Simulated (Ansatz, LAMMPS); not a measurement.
**Relaxing Zn2+ BF4- in sulfolane, from a frame at 300 K (191 atoms)**

Aim: bring Zn2+ BF4- in sulfolane, from a frame at 300 K (191 atoms) to a nearby minimum of the energy and see what moves.

Main program and level: Ansatz 0.2.0; Kohn-Sham DFT, PBE+D3(BJ), PAW (set soft_2), plane waves.

### Step 1. Set-up

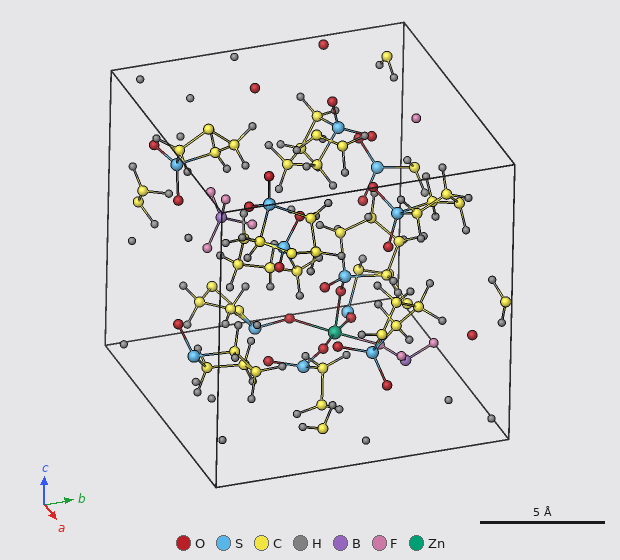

Start, viewed slightly off an axis; oxygen red, sulfur blue, carbon yellow, hydrogen grey, boron purple, fluorine pink, zinc teal. Bonds to atoms that aren't drawn are left out. Some periodic images of atoms are drawn too.

The cell holds 191 atoms: 24 O, 12 S, 48 C, 96 H, 2 B, 8 F and 1 Zn. Its edges and angles: a = 12.721 Å, b = 12.721 Å, c = 12.721 Å, α = 90.0°, β = 90.0°, γ = 90.0°. 12 sulfolane, 1 Zn2+, 2 BF4- placed at random, at 1.36 g/cm³; overlaps pushed apart, then 10 ps at 550 K with stiff harmonic cages for PF6 and BF4 with UFF radii; divalent ions of Li, Roberts, Chakravorty and Merz (J. Chem. Theory Comput. 9, 2733 (2013)); MMFF94 bonds, angles, torsions, charges and radii (Halgren, J. Comput. Chem. 17, 490 (1996)) in harmonic and 12-6 forms; charges of ions scaled by 0.8. Snapshot after 30 ps at 300 K and fixed volume.

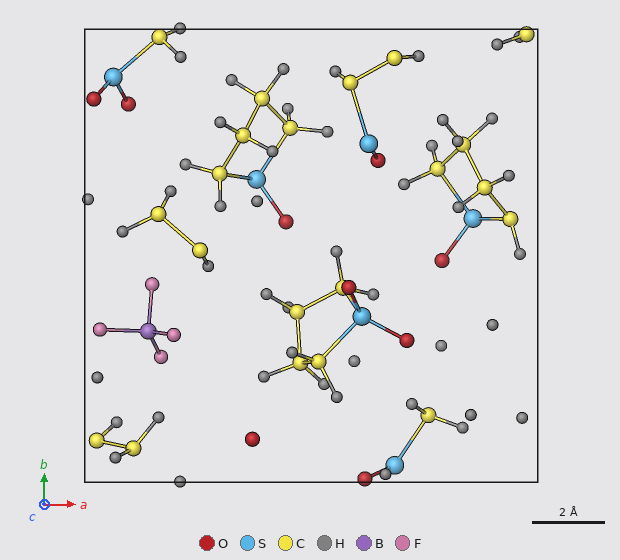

A slice 6 Å thick through the middle of the cell. Bonds to atoms that aren't drawn are left out.

Before any run, some limits are plain. The network of contacts between molecules at the start is that of the classical potential that made the cell. The density was typed from a rule of thumb and may lie off the real one at this temperature. Only the Γ point is sampled, in a cell whose shortest periodic width is 13 Å.

### Step 2. The classical run that made the cell

A classical potential supplies the starting structure, since it reaches far longer times than DFT.

This step: classical MD, stiff harmonic cages for PF6 and BF4 with UFF radii; divalent ions of Li, Roberts, Chakravorty and Merz (J. Chem. Theory Comput. 9, 2733 (2013)); MMFF94 bonds, angles, torsions, charges and radii (Halgren, J. Comput. Chem. 17, 490 (1996)) in harmonic and 12-6 forms; charges of ions scaled by 0.8 (LAMMPS 22 Jul 2025 - Update 4).

The input, in.lmp:

```
# Zn2+ BF4- in sulfolane
units real
atom_style full
boundary p p p
bond_style harmonic
angle_style harmonic
dihedral_style opls
improper_style harmonic
special_bonds lj 0 0 0.5 coul 0 0 0.75
read_data data.lmp
neigh_modify delay 0 every 1 check yes one 4000
comm_modify cutoff 12.0
timestep 0.5
thermo_style custom step time temp pe press density
thermo_modify norm yes
# push overlapping molecules apart
pair_style soft 2.6
pair_coeff * * 0.0
variable a equal ramp(1,60)
fix ad all adapt 1 pair soft a * * v_a
velocity all create 550 14120 mom yes dist gaussian
fix lim all nve/limit 0.03
fix lan all langevin 550 550 50 14121 zero yes
thermo 1000
run 3000 post no
unfix ad
pair_style lj/cut/coul/long 9.0
pair_modify mix arithmetic tail yes
pair_coeff 1 1 0.0763 3.0960   # O
pair_coeff 2 2 0.2681 3.4180   # S
pair_coeff 3 3 0.0678 3.3680   # C
pair_coeff 4 4 0.0216 2.5400   # H
pair_coeff 5 5 0.1800 3.6375   # B
pair_coeff 6 6 0.0500 2.9970   # F
# [... 19 lines left out ...]
compute msd all msd com yes
thermo 7500
fix md all nvt temp 300 300 100
run 30000 post no
print "== T300: mean square displacement over the hold $(c_msd[4]:%.2f) A^2"
unfix md
uncompute msd
write_dump all custom T300.dump id type xs ys zs modify sort id
```

The run is started by

```bash
> lmp -in in.lmp -log none -nocite
```

Numbers of over 12 decimals in the logs are rounded to 6 here.

Output:

```text
LAMMPS (22 Jul 2025 - Update 4)
Reading data file ...
  orthogonal box = (0 0 0) to (12.72088 12.72088 12.72088)
  191 atoms
  orthogonal box = (0 0 0) to (12.72088 12.72088 12.72088)
  200 bonds
  360 angles
  492 dihedrals
WARNING: Bond/angle/dihedral extent > half of periodic box length
   Step          Time           Temp          PotEng         Press         Density
         0   0              550            0.40298287    -105.95067      1.3560008
      1000   500            515.6637       2.0232893      23670.745      1.3560008
      2000   1000           506.46723      2.0804001      25652.763      1.3560008
      3000   1500           469.62583      1.901344       40665.322      1.3560008
WARNING: Bond/angle/dihedral extent > half of periodic box length
Loop time of 0.611864 s on 1 MPI rank(s) for 3000 steps with 191 atoms
PPPM initialization ...
  G vector (1/distance) = 0.3015744
  grid = 8 8 8
  estimated relative force accuracy = 2.8145533e-05
WARNING: Bond/angle/dihedral extent > half of periodic box length
   Step          Time           Temp          PotEng         Press         Density
      3000   1500           469.62583      0.31250329     14146.146      1.3560008
[... 17 lines left out ...]
Loop time of 2.09351 s on 1 MPI rank(s) for 2000 steps with 191 atoms
WARNING: Bond/angle/dihedral extent > half of periodic box length
   Step          Time           Temp          PotEng         Press         Density
      2000   1000           515.25499     -1.4379379      10462.573      1.3560008
[... 5 lines left out ...]
WARNING: Bond/angle/dihedral extent > half of periodic box length
Loop time of 10.7499 s on 1 MPI rank(s) for 10000 steps with 191 atoms
WARNING: Bond/angle/dihedral extent > half of periodic box length
   Step          Time           Temp          PotEng         Press         Density
[... 4 lines left out ...]
WARNING: Bond/angle/dihedral extent > half of periodic box length
Loop time of 5.27916 s on 1 MPI rank(s) for 5000 steps with 191 atoms
WARNING: Bond/angle/dihedral extent > half of periodic box length
   Step          Time           Temp          PotEng         Press         Density
[... 2 lines left out ...]
     30000   29000          296.07752     -2.1500634      916.82351      1.3560008
     37500   36500          302.75232     -2.1687384     -5225.5078      1.3560008
     45000   44000          304.75307     -2.067316       4148.6022      1.3560008
     47000   46000          266.80943     -2.0679898     -4353.8068      1.3560008
WARNING: Bond/angle/dihedral extent > half of periodic box length
Loop time of 33.013 s on 1 MPI rank(s) for 30000 steps with 191 atoms
== T300: mean square displacement over the hold 3.00 A^2
```

It took 53 s on 1 thread of Intel Xeon Platinum 8259CL at 2.50GHz (Skylake/Cascade Lake), shared host; peak memory 0.12 GiB.

The input also reads data.lmp (atoms, bonds and types; not printed here).

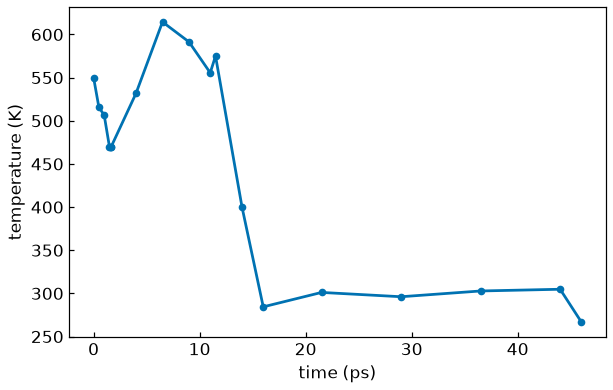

Temperature against time.

### Step 3. Single point at the start

A single point comes first, to see the forces before anything moves.

The input, input.yaml:

```yaml
crystal:
  lattice:
    - [12.72088, 0.0, 0.0]
    - [0.0, 12.72088, 0.0]
    - [0.0, 0.0, 12.72088]
  atoms:
    - { symbol: O, position: [0.55371, 0.68994, 0.7419] }
    - { symbol: S, position: [0.62685, 0.74726, 0.67398] }
    - { symbol: O, position: [0.64723, 0.71046, 0.56918] }
    - { symbol: C, position: [0.586, 0.88196, 0.67179] }
    - { symbol: C, position: [0.68347, 0.93641, 0.70696] }
    - { symbol: C, position: [0.74098, 0.86962, 0.78113] }
    - { symbol: C, position: [0.75313, 0.76471, 0.73627] }
    - { symbol: H, position: [0.55311, 0.90669, 0.59574] }
    - { symbol: H, position: [0.5334, 0.87885, 0.7365] }
    - { symbol: H, position: [0.66361, 0.01824, 0.73162] }
    - { symbol: H, position: [0.73655, 0.94062, 0.63528] }
    - { symbol: H, position: [0.81112, 0.91727, 0.79565] }
    - { symbol: H, position: [0.69492, 0.8714, 0.85428] }
    - { symbol: H, position: [0.82317, 0.75274, 0.6828] }
    - { symbol: H, position: [0.76601, 0.70397, 0.8032] }
    - { symbol: O, position: [0.21323, 0.41081, 0.97463] }
    - { symbol: S, position: [0.17107, 0.44537, 0.07276] }
    - { symbol: O, position: [0.20172, 0.55102, 0.10564] }
    - { symbol: C, position: [0.03254, 0.44214, 0.06552] }
    - { symbol: C, position: [0.99964, 0.362, 0.15085] }
    - { symbol: C, position: [0.095, 0.28299, 0.15782] }
    - { symbol: C, position: [0.19335, 0.35153, 0.17114] }
    - { symbol: H, position: [0.99355, 0.5132, 0.07793] }
    - { symbol: H, position: [0.01438, 0.41547, 0.98439] }
    - { symbol: H, position: [0.9262, 0.32174, 0.12606] }
    - { symbol: H, position: [0.99595, 0.39503, 0.22861] }
    - { symbol: H, position: [0.09008, 0.22795, 0.22372] }
    - { symbol: H, position: [0.10183, 0.2402, 0.086] }
    - { symbol: H, position: [0.19669, 0.39929, 0.24572] }
    - { symbol: H, position: [0.26815, 0.30582, 0.16333] }
    - { symbol: O, position: [0.58273, 0.43019, 0.69664] }
    - { symbol: S, position: [0.61162, 0.36613, 0.60913] }
    [... 153 atom lines left out ...]
    - { symbol: B, position: [0.51305, 0.8302, 0.06596] }
    - { symbol: F, position: [0.54053, 0.83816, 0.95926] }
    - { symbol: F, position: [0.41412, 0.77976, 0.08047] }
    - { symbol: F, position: [0.502, 0.92972, 0.10588] }
    - { symbol: F, position: [0.59289, 0.78453, 0.1308] }
    - { symbol: Zn, position: [0.31386, 0.66347, 0.09314] }
kpoints:
  mp_grid: { grid: [1, 1, 1] }
hamiltonian:
  xc: pbe
  dispersion: d3bj
scf:
  occupations: { method: fixed }
output:
  forces: true
  stress: true
  populations: intrinsic
  dos:
    method: { smearing: { sigma: 0.08 } }
    de: 0.1
    projected: { site_lists: { B: [B], C: [C], F: [F], H: [H], O: [O] } }
  eigenvalues: true
```

The run is started by

```bash
> ansatz run input.yaml --threads 4 --pin off --max-ram 8192MiB --backend cpu --events-out ev --progress --plain --runs-dir out
```

Output:

```text
Engine: ansatz 0.2.0, x86_64-unknown-linux-gnu
Pseudopotentials: kind: paw
Pseudopotential: O, paw, valence charge 6, recommended cutoff 420 eV (normal), O.paw.azcp
Pseudopotential: S, paw, valence charge 6, recommended cutoff 420 eV (normal), S.paw.azcp
Pseudopotential: C, paw, valence charge 4, recommended cutoff 420 eV (normal), C.paw.azcp
Pseudopotential: H, paw, valence charge 1, recommended cutoff 420 eV (normal), H.paw.azcp
Pseudopotential: B, paw, valence charge 3, recommended cutoff 420 eV (normal), B.paw.azcp
Pseudopotential: F, paw, valence charge 7, recommended cutoff 420 eV (normal), F.paw.azcp
Pseudopotential: Zn, paw, valence charge 12, recommended cutoff 420 eV (normal), Zn.paw.azcp
[... 5 lines on functional and potentials left out ...]
Crystal: 191 atoms, lattice volume = 2058.503 Å³
Basis set: ecut = 420 eV, 40243 PW (Γ), exchange–correlation on 180×180×180 points (8 copies of the dense FFT grid, shifted against one another)
Bands: 480, of which v1, the nominal top of the filled ones, is band 289 counted from 1 (288 counted from 0)
Symmetry: 1 space group operations
Space group: P1 (ITA 1), of the structure as read, at distance tolerance 1.3e-4 Å
k-points: 1
[... 15 lines on functional and potentials left out ...]
Initial density: superposition of atomic densities (neutral atoms: chi_scale 0, normalization atom), corrected by the library's trained network
Initial wavefunctions: pseudopotential atomic-orbital guess
Functional: x = pbe(κ = 0.804, μ = 0.219515), c = pbe(β = 0.066725)
SCF iter   1: F=—  HF=-48120.908152 eV  |F-HF|=—  |Δ(HF+E_count)|=         —  Δρ=6.61e-3  dr2=1.11e0  ethr=1.77e-3  ⟨swp⟩=5.0  Hψ=1811  notcnv=0  defer=188
preconditioner: auto → Resta (q_TF=auto, 2.208 Å⁻¹)  ε∞=2.5  [insulator: Δε(μ)=5.322 eV  Ē_g=16.070 eV  n_scr=364 (ndim 8)  ℏωp=19.6 eV  f_vac=0.247  ε∞_Penn≈2.5]
SCF iter   2: F=—  HF=-48120.598521 eV  |F-HF|=—  |Δ(HF+E_count)|=   3.10e-1  Δρ=3.64e-3  dr2=2.10e-1  ethr=1.92e-4  ⟨swp⟩=2.0  Hψ=821  notcnv=0  defer=189
SCF iter   3: F=—  HF=-48120.582747 eV  |F-HF|=—  |Δ(HF+E_count)|=   1.58e-2  Δρ=1.43e-3  dr2=6.02e-2  ethr=3.64e-5  ⟨swp⟩=3.0  Hψ=578  notcnv=0  defer=189
SCF iter   4: F=—  HF=-48120.577022 eV  |F-HF|=—  |Δ(HF+E_count)|=   5.73e-3  Δρ=4.28e-4  dr2=5.31e-3  ethr=1.04e-5  ⟨swp⟩=4.0  Hψ=525  notcnv=0  defer=189
SCF iter   5: F=—  HF=-48120.576341 eV  |F-HF|=—  |Δ(HF+E_count)|=   6.80e-4  Δρ=2.79e-4  dr2=1.74e-3  ethr=9.18e-7  ⟨swp⟩=2.0  Hψ=838  notcnv=0  defer=189
SCF iter   6: F=—  HF=-48120.576019 eV  |F-HF|=—  |Δ(HF+E_count)|=   3.22e-4  Δρ=1.30e-4  dr2=3.48e-4  ethr=3.00e-7  ⟨swp⟩=2.0  Hψ=583  notcnv=0  defer=189
SCF iter   7: F=—  HF=-48120.575957 eV  |F-HF|=—  |Δ(HF+E_count)|=   6.25e-5  Δρ=3.10e-5  dr2=2.27e-5  ethr=6.02e-8  ⟨swp⟩=2.0  Hψ=581  notcnv=0  defer=189
SCF iter   8: F=—  HF=-48120.576224 eV  |F-HF|=—  |Δ(HF+E_count)|=   2.67e-4  Δρ=1.96e-5  dr2=6.94e-6  ethr=3.93e-9  ⟨swp⟩=2.0  Hψ=585  notcnv=0  defer=189
SCF iter   9: F=—  HF=-48120.576222 eV  |F-HF|=—  |Δ(HF+E_count)|=   1.59e-6  Δρ=6.25e-6  dr2=8.19e-7  ethr=1.20e-9  ⟨swp⟩=2.0  Hψ=584  notcnv=0  defer=189
SCF iter  10: F=—  HF=-48120.576222 eV  |F-HF|=—  |Δ(HF+E_count)|=   1.13e-7  Δρ=3.05e-6  dr2=1.84e-7  ethr=1.42e-10  ⟨swp⟩=2.0  Hψ=576  notcnv=0  defer=189
SCF iter  11: F=-48120.576222 eV  HF=-48120.576222 eV  |F-HF|=3.00e-8  |Δ(HF+E_count)|=   5.21e-8  Δρ=1.22e-6  dr2=3.16e-8  ethr=1.73e-11  ⟨swp⟩=18.0  Hψ=3507  notcnv=0
SCF 1 converged in 11 iterations: F = -48120.576222 eV  dr2 = 3.16e-8
  greatest PAW one-centre occupation: 0.993 electrons in one spin orbital (limit 2), on the Zn atom at site 190 (counted from 0), in its partial waves of l = 2
SCF converged after 11 iterations
Free energy (F): -48120.576222 eV
Harris-Foulkes:  -48120.576222 eV  (|F-HF|=3.00e-8)
Internal energy: -48120.576222 eV  (E = F + TS)
E sigma→0 (E₀):  -48120.576222 eV
Fermi energy:    -0.478591 eV
--- Per-component energies (eV) ---
  E_band       = -4302.472479
  E_kinetic    = 13278.694352
  E_local      = -50536.894595  (includes V_loc(G=0)·N_el)
  E_nonlocal   = 4178.416625
  E_hartree    = 19666.604558
  E_xc         = -6983.180137
  E_vxc        = -8274.733713  (∫ρ·V_xc dr)
  E_paw        = -19437.109425  (= ΣΔE_a)
  E_vpaw       = -2281.102564  (= ΣTr[D̂ρ^β])
  E_aug_tail   = -0.056090  (compensation charges beyond the density's cutoff)
  E_ewald      = -8275.236849
  E_disp       = -11.814661  (pairwise vdW)
  E_smearing   = -0.000000  (= −TS)
  E_closure    = -0.000000  (closes the sum)
  Σ components = -48120.576222   (vs F -48120.576222, Δ=0.00e0)
--- Forces (eV/Å), atoms counted from 1 ---
  atom   1  O      0.58771675     0.05643214    -0.27660878
  atom   2  S     -0.69435079    -0.88420473     0.63696063
  atom   3  O     -0.21408902    -0.84173321    -1.57793578
  atom   4  C      0.28088375    -0.51344530    -0.16056515
  atom   5  C      0.20295817     2.06439845    -2.94671427
  atom   6  C      0.39719716     2.29673788     2.31506916
  atom   7  C      1.55432318    -2.45491429     1.36096308
  atom   8  H      0.02262938    -0.22379991     0.28750746
  atom   9  H     -1.39957118     0.43771903     0.63268922
  atom  10  H      0.45406636    -0.52676674     0.08827661
  atom  11  H     -0.54346052     0.49993423     0.46356092
  atom  12  H      0.66193949    -0.65827376     0.37606583
  atom  13  H      0.18536338    -0.48936446     0.25365910
  atom  14  H     -1.11573872     0.38721488     0.15970755
[...]
atom 190  F     -0.44099538    -0.83347386    -0.74126168
  atom 191  Zn    -1.00888754    -0.27260312    -1.41798255
  max |Σ_I F_I| component: 1.23e-4 eV/Å
--- Stress (GPa, compression-positive) ---
        2.559303       0.383729       0.559196
        0.383728       4.259115       0.685320
        0.559195       0.685319       3.412324
  P = ⅓ Tr σ = 3.4102 GPa (34.102 kbar)
--- Band table (eV) ---
  k-point 0: bands = ["-24.0970", "-23.5219", "-22.8092", "-22.7336", [... 464 levels ...], "11.5639", "11.5983", "11.6395", "11.6428", "11.6802", "11.7058", "11.7428", "11.7590", "11.7957", "11.8163", "11.8581", "11.8989"]
--- intrinsic populations: 191 sites ---
  site symbol       q [e]
     0      O      6.8957
     1      S      3.9639
     2      O      6.9256
[...]
190     Zn     10.4381
  spilling = 0.000000 (of n_electrons = 578.000000)
```

Run time: 35 s. Hardware: 4 threads of Intel Xeon Platinum 8259CL at 2.50GHz (Skylake/Cascade Lake), shared host; peak memory 3.2 GiB; 2.1 min of CPU time.

Numbers from this run:

```yaml
free_energy: -48120.5762 eV
free_energy_per_atom: -251.9402 eV/atom
scf_cycles: 11
pressure: 3.41 GPa
r_m_s_force_component: 0.9274 eV/Å
longest_force: 5.034 eV/Å
fermi_energy: -0.4786 eV
spacing_of_highest_filled_and_lowest_empty_level: 5.041 eV
```

The r.m.s. force component of 0.93 eV/Å and the pressure of 3.4 GPa set the starting point.

Neighbours are counted within 1.34 Å (H-C), 1.85 Å (C-C), 2.21 Å (C-S), 1.93 Å (O-S), 2.43 Å (O-Zn), 1.72 Å (F-B), 2.38 Å (F-Zn).

Length of the force by element and coordination:

| element | coordination | atoms | mean length of the force (eV/Å) | spread | least | most |
| --- | --- | --- | --- | --- | --- | --- |
| B | all | 2 | 2.62 | 0.788 | 1.83 | 3.41 |
| C | all | 48 | 2.03 | 0.862 | 0.607 | 5.03 |
| F | all | 8 | 1.43 | 0.509 | 0.615 | 2.15 |
| F | 1 | 7 | 1.55 | 0.432 | 0.748 | 2.15 |
| F | 2 | 1 | 0.615 | 0 | 0.615 | 0.615 |
| H | all | 96 | 1.00 | 0.489 | 0.105 | 2.89 |
| O | all | 24 | 1.31 | 0.646 | 0.533 | 2.81 |
| O | 1 | 19 | 1.25 | 0.610 | 0.533 | 2.81 |
| O | 2 | 5 | 1.51 | 0.734 | 0.713 | 2.81 |
| S | all | 12 | 1.91 | 0.791 | 0.508 | 2.96 |
| Zn | all | 1 | 1.76 | 0 | 1.76 | 1.76 |

(Continued in part 2 of 3.)

[Logs are printed without paths, hosts, clocks, repeated set-up lines and the standing remarks that a program may print on its own settings, such as how far it seeks lower states.]

[Hosts, paths, dates, database ids (printed as entryN), source tags and the programs' standing remarks are cut or masked in the printed files.]

[The MMFF94 radii named for the starting cell were scaled by 0.96; in molecules described by MMFF94, hydrogen bound to N, O or S took a small fixed 12-6 site in their place.]
